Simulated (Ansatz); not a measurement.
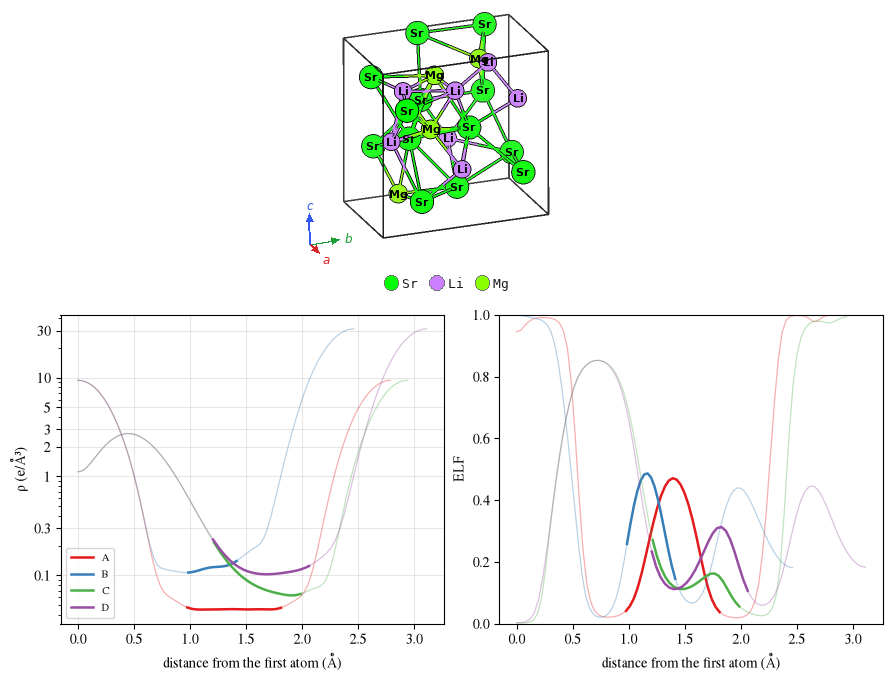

The picture shows: Sr$_{13}$Li$_{7}$Mg$_{4}$ (amorphous cell). Valence electron density and ELF along straight lines between neighbouring atoms. Thin, pale parts lie inside the atomic spheres. The structure is drawn too.

Not relaxed (largest force 1.1 eV/Å); computed without spin polarisation.

All numbers below come from DFT PBE, scalar-relativistic, plane waves, PAW in Ansatz.

Core electrons are frozen (PAW), and the valence fields are smoothed inside the atomic spheres.

Which curve belongs to which contact (Li–Li, Li–Mg, Sr–Li and Sr–Mg)? The first atom named is at distance zero.

Curve A: Li–Li (2.79 Å): ρ at the midpoint is about 0.05 e/Å³; the ELF is about 0.45 at the midpoint. Curve B: Li–Mg (2.46 Å): the density is about 0.12 e/Å³ at the midpoint; the ELF is about 0.45 at the midpoint. Curve C: Sr–Li (2.94 Å): ρ is about 0.1 e/Å³ halfway, with its minimum of 0.06 e/Å³ about 1.9 Å from Sr; the ELF is about 0.10 at the midpoint; no localised pair shows between them. Curve D: Sr–Mg (3.11 Å): ρ at the midpoint is about 0.11 e/Å³; the ELF is about 0.15 at the midpoint; no localised pair shows between them.
